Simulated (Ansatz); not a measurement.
Consider TlCrTe2 (P-3m1).

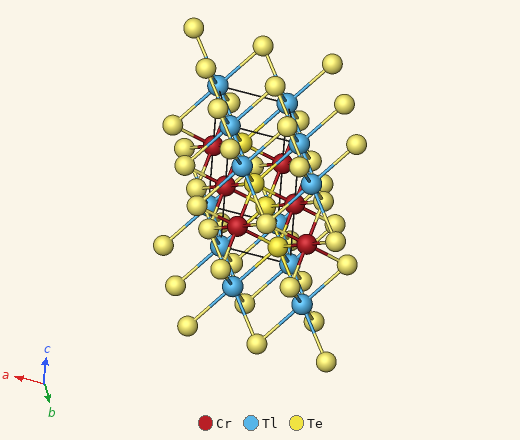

The structure (chromium red, thallium blue, tellurium yellow). 1×2×1 cells are drawn. Some periodic images of atoms are drawn too.

```
Cr Tl Te
1.0
    -2.90609    0.00000    2.90609
     2.90609   -2.90609    0.00000
     4.58929    4.58929    4.58929
Cr Tl Te
1 1 2
Direct
  0.00000 0.00000 0.50000
  0.00000 0.00000 0.00000
  0.66667 0.33333 0.68330
  0.33333 0.66667 0.31670
```

The cell and positions are those that the Materials Project relaxed with its own functionals (PBE, PBE+U or r2SCAN), kept fixed. Spin-orbit coupling is left out unless a run names it. PAW set soft_2, made with PBE.

A constrained-RPA run (Ansatz 0.2.0; non-magnetic LDA; Cr t2g + anion p, bands v8 to c1, 6×6×2 mesh, medium accuracy) builds 9 functions on bands 5.8 eV wide, with 15.0 electrons in the window. The bare on-site interaction is 16.5 eV and the bare J 0.58 eV.

What U and J survive the screening?

On the Cr t2g shell, U = 1.77 eV (11 % of the bare value), U′ = 0.96 eV, J = 0.40 eV.

The parent state is non-magnetic and the interaction static (zero frequency); U depends on the window and the orbitals, so it belongs to this model alone. Spin-orbit coupling, which is strong for atoms this heavy, is left out. A window that holds the anion p bands defines a model with explicit ligands; its U belongs to that model and is not the U of DFT+U.

[Paths, hosts, dates, memory and timing lines, banners, echoed tables and standing remarks are left out of the program output.]

[Logs are printed without paths, hosts, clocks, repeated set-up lines and the standing remarks that a program may print on its own settings, such as how far it seeks lower states.]

[Runs of the session that timed out or met a known fault of the program may be left out.]

[Hosts, paths, dates, database ids (printed as entryN), source tags and the programs' standing remarks are cut or masked in the printed files.]
